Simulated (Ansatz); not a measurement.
# Calculations on BNH6O2

### Relaxation

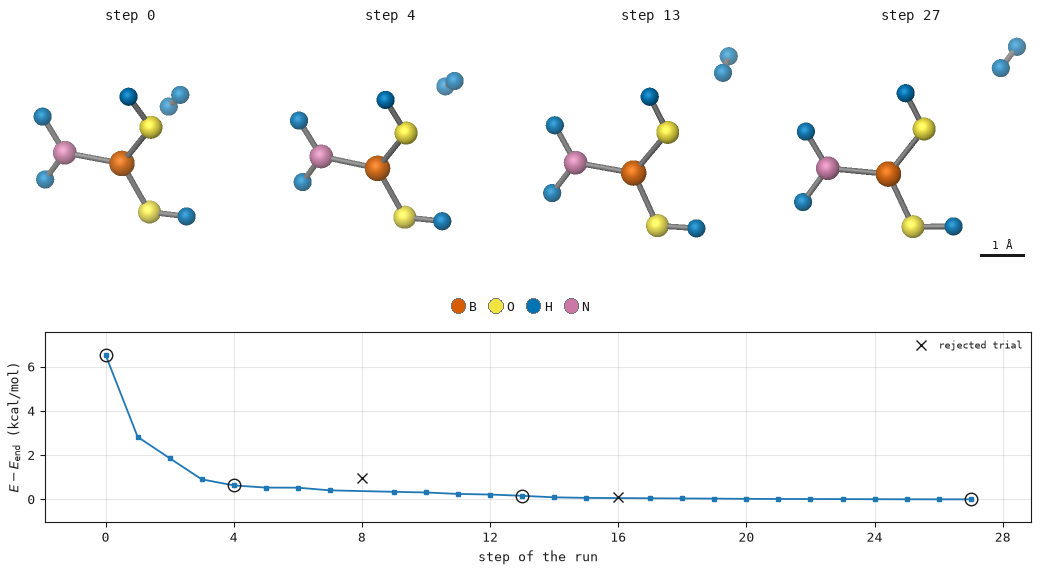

Frames of a relaxation of BNH₆O₂, marked on the history of the run. The picture is a ball-and-stick view, seen face on.

The run prepares an end point of a later path (reaction) calculation, from a guessed geometry.

These are results of Ansatz 0.2.0, RHF/def2-SVP, not measurements. (no spin polarisation; force threshold 0.03 eV/Å; at most 50 steps)

**Describe the path.**

The energy falls by 6.53 kcal/mol in 25 accepted moves (27 points after the start). The largest force component goes from 1.2 to 0.021 eV/Å. The line search rejected the trial steps at points 8, 16 of the run. The forces were under the threshold at step 14, but the run went on from there. The atom that moves furthest after the best rigid fit is an H atom (2.10 Å). By element the largest moves are H 2.10 Å, N 0.62 Å, O 0.56 Å, B 0.40 Å. Some distances before and after: H–H 0.710 → 0.748 Å, B–O 1.388 → 1.370 Å. From step 0 to 4: an H atom moves most (0.77 Å), energy −5.90 kcal/mol. From step 4 to 13: an H atom moves most (0.83 Å), energy −0.47 kcal/mol. From step 13 to 27: an H atom moves most (0.66 Å), energy −0.16 kcal/mol.

Limits of the set-up: the start holds two separate molecules, 2.2 Å apart at their closest, whose relative position is a soft coordinate and is computed without a dispersion correction; Hartree-Fock leaves out electron correlation.

### Relaxation

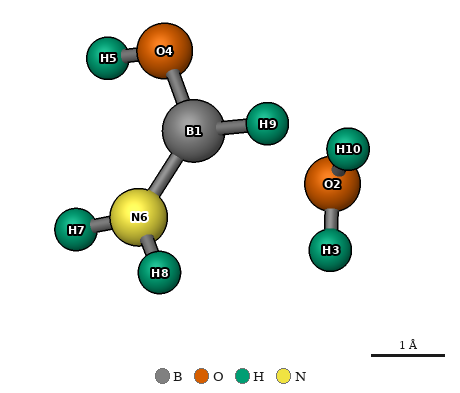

BNH$_{6}$O$_{2}$, before the relaxation. A ball-and-stick model, seen from a free direction.

The run prepares an end point of a later path (reaction) calculation, from a guessed geometry.

The calculation used Ansatz, RHF/def2-SVP.

Input
```yaml
crystal:
  periodic: [false, false, false]
  atoms:
    - { symbol: B, position_ang: [0.054576, 0.444559, -0.428662] }
    - { symbol: O, position_ang: [-0.105002, 0.027375, 2.156505] }
    - { symbol: H, position_ang: [-1.046442, 0.120657, 2.184934] }
    - { symbol: O, position_ang: [1.218009, -0.225237, -0.624795] }
    - { symbol: H, position_ang: [1.140192, -1.093784, -0.985024] }
    - { symbol: "N", position_ang: [-1.205864, -0.006515, -0.872789] }
    - { symbol: H, position_ang: [-1.366922, -0.892449, -1.305865] }
    - { symbol: H, position_ang: [-2.030298, 0.548171, -0.78206] }
    - { symbol: H, position_ang: [0.135084, 1.529957, 0.067634] }
    - { symbol: H, position_ang: [0.215467, 0.876168, 1.815821] }
basis:
  gaussian: { orbitals: def2-SVP }
hamiltonian:
  xc: hf
relax:
  f_tol: 0.03
  max_steps: 50
```

Run as
```bash
ansatz run input.yaml --threads 1 --pin off --max-ram 2048MiB --backend cpu --events-out ev --progress --plain --runs-dir out
```

### Predict the outcome.

The atom that moves furthest after the best rigid fit is H3 (1.41 Å). By element the largest moves are H 1.41 Å, O 0.58 Å, N 0.54 Å, B 0.39 Å. Near-neighbour distances that change, for instance: O2–H10 0.969 → 0.948 Å, B1–O4 1.357 → 1.368 Å, B1–N6 1.410 → 1.402 Å. After 24 accepted moves (30 points after the start) the energy has fallen by 28.4 kJ/mol. Largest force component: 1.2 eV/Å at the start, 0.025 eV/Å at the end. The line search rejected the trial steps at points 3, 7, 11, 18, 22, 24 of the run. Cost: 46 s on 1 thread of Arm Neoverse V1, on a shared host, peak memory 0.14 GiB.

Step by step:

| step | E − E(0), kJ/mol | largest force component, eV/Å | note |
| --- | --- | --- | --- |
| 0 | 0.00 | 1.2447 |  |
| 1 | -13.70 | 0.8225 |  |
| 2 | -17.06 | 0.5713 |  |
| 3 | -12.23 | 1.1563 | rejected |
| 4 | -18.70 | 0.2346 |  |
| 5 | -19.11 | 0.1321 |  |
| 6 | -19.64 | 0.3022 |  |
| 7 | -19.44 | 0.3580 | rejected |
| 8 | -20.28 | 0.2194 |  |
| 9 | -20.99 | 0.0777 |  |
| 10 | -21.72 | 0.4891 |  |
| 11 | -21.04 | 1.2577 | rejected |
| 12 | -22.84 | 0.3663 |  |
| 13 | -23.69 | 0.3497 |  |
| 14 | -24.29 | 0.5693 |  |
| 15 | -24.70 | 0.4694 |  |
| 16 | -26.24 | 0.1149 |  |
| 17 | -26.78 | 0.0662 |  |
| 18 | -23.54 | 1.9550 | rejected |
| 19 | -27.28 | 0.0979 |  |
| 21 | -27.78 | 0.1028 |  |
| 22 | -26.14 | 0.4893 | rejected |
| 23 | -28.02 | 0.0666 |  |
| 24 | -27.97 | 0.3238 | rejected |
| 25 | -28.20 | 0.0763 |  |
| 26 | -28.26 | 0.0594 |  |
| 27 | -28.29 | 0.1126 |  |
| 28 | -28.32 | 0.1106 |  |
| 29 | -28.34 | 0.0664 |  |
| 30 | -28.36 | 0.0247 |  |

Final geometry:

```xyz
10

B    -0.2648    0.5870   -0.5905
O    -0.0514   -0.1416    2.6739
H    -0.0593    0.7597    2.9583
O     0.8600   -0.0779   -0.1867
H     0.9454   -0.9618   -0.5081
N    -1.2466    0.0117   -1.4091
H    -1.2341   -0.9325   -1.7359
H    -2.0685    0.5132   -1.6720
H    -0.3892    1.7210   -0.2197
H     0.5171   -0.1499    1.9153
```

The end point in the same view:

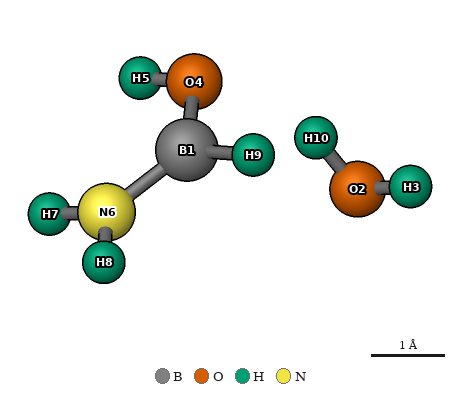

Limits of the set-up: Hartree-Fock leaves out electron correlation.

### Path

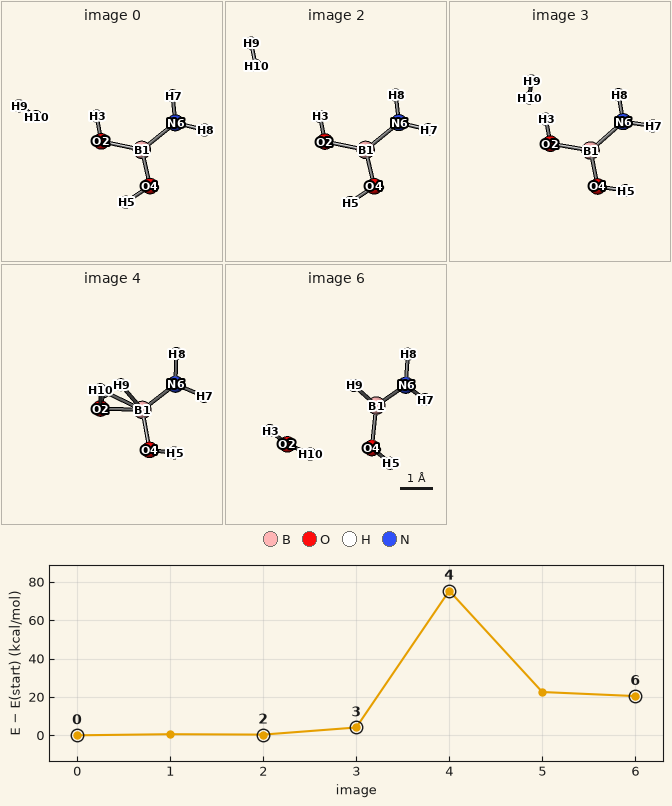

NEB run on BNH6O2, made up at the start of BNH₄O₂ and H2. Images are numbered from 0 (start) to 6 (end). Style: ball-and-stick. Shown from a free direction.

Theory: Ansatz, RHF/def2-SVP. Settings: 5 movable images; climbing image; force threshold 0.05 eV/Å; iteration limit 60; starting path through a guess of the saddle point.

What happens along the path, and what is the barrier?

Answer. Breaking: B1–O2 (1.37 → 1.56 at the top → 3.35 Å), H9–H10 (0.75 → 1.05 at the top → 2.98 Å). Forming: B1–H9 (4.53 → 1.48 at the top → 1.20 Å), O2–H10 (2.81 → 1.19 at the top → 0.95 Å). The highest point, image 4, lies 75.4 kcal/mol above the start and 54.9 kcal/mol above the end; the end is at +20.5 kcal/mol relative to the start. The band converged in 39 iterations, with a climbing image at the top. At the top, the vibrational analysis gives one imaginary mode (1909i cm⁻¹), as a transition state must have.

Limits of the set-up: the start holds two separate molecules, 2.8 Å apart at their closest, whose relative position is a soft coordinate and is computed without a dispersion correction; Hartree-Fock leaves out electron correlation.

Cost: 3.9 min on 1 thread of Arm Neoverse V1, on a shared host, peak memory 0.15 GiB.
